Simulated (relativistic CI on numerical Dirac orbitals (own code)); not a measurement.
## Relativistic CI calculation for N³⁺

N³⁺. Computed at this level: non-relativistic limit (c times 1000) of the Dirac-Coulomb CI, KLI orbitals optimised for each configuration, valence Slater integrals scaled by 0.85, P86 correlation energy added to each configuration (relativistic CI on numerical Dirac orbitals, in-house).

### Input file
```
atom N  Z=7  charge=3  electrons=4
nucleus A=14  rms_radius_fm=2.5582
hamiltonian dirac-coulomb  breit=off  qed=off  c_scale=1000
orbitals kli  potential=per-configuration
slater_scale 0.85
correlation p86
mixing on
configurations
  [He] 2s2
  [He] 2s 2p
  [He] 2p2
  [He] 2p 3s
  [He] 2p 3p
  [He] 2s 3s
  [He] 2s 3p
  [He] 2s 3d
  [He] 2s 4s
  [He] 2s 4p
  [He] 2s 4d
  [He] 2s 4f
  [He] 2s 5s
  [He] 2s 5p
  [He] 2s 5d
  [He] 2s 5f
  [He] 2s 5g
  [He] 3s2
  [He] 3s 3p
  [He] 3p2
end
```

Launched within a batch (the task file carries these settings):
```bash
python <driver script> task.json out
```

The program writes its results to a structured record and prints no log; tables and figures of this report are taken from that record.

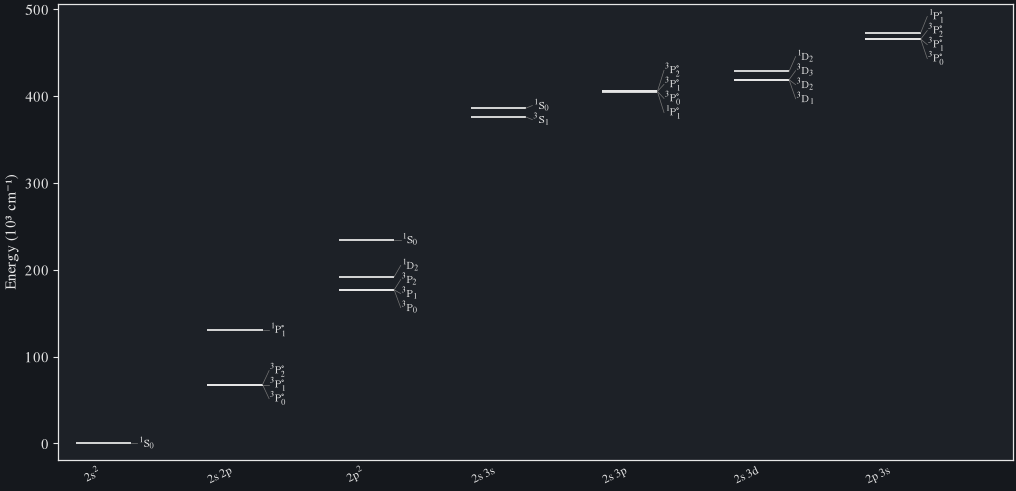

Level diagram of N³⁺. The lowest level is 2s² ¹S₀. The first excited level, 2s 2p ³P°₀, lies at 67,700 cm⁻¹. It is also the lowest level of opposite parity. The levels are close to LS coupling (mean leading weight 98 % in LS and 81 % in jj).

```
Configuration  Level  E (cm⁻¹)
          2s²    ¹S₀         0
        2s 2p   ³P°₀    67,650
        2s 2p   ³P°₁    67,650
        2s 2p   ³P°₂    67,650
        2s 2p   ¹P°₁   130,500
          2p²    ³P₀   176,800
          2p²    ³P₁   176,800
          2p²    ³P₂   176,800
          2p²    ¹D₂   191,900
          2p²    ¹S₀   234,500
        2s 3s    ³S₁   375,900
        2s 3s    ¹S₀   386,000
        2s 3p   ¹P°₁   405,100
        2s 3p   ³P°₀   405,400
        2s 3p   ³P°₁   405,400
        2s 3p   ³P°₂   405,400
        2s 3d    ³D₁   418,800
        2s 3d    ³D₂   418,800
```

### Key numbers

| quantity | value |
| --- | --- |
| outcome | converged |
| lowest level | 2s² ¹S₀ |
| first excited level | 2s 2p ³P°₀, 67,654 cm⁻¹ |
| levels computed | 76 |
| SCF iterations | 161 |
| hardware | 1 CPU thread, shared host |

### Remarks

To bear in mind: near-neutral ion: configurations can be misplaced by up to about 10000 cm⁻¹, over 20000 where the f count changes; the fine structure of a weakly bound d or f electron outside closed shells is too small or inverted; only a limited list of configurations is included, so lower levels can be missing.
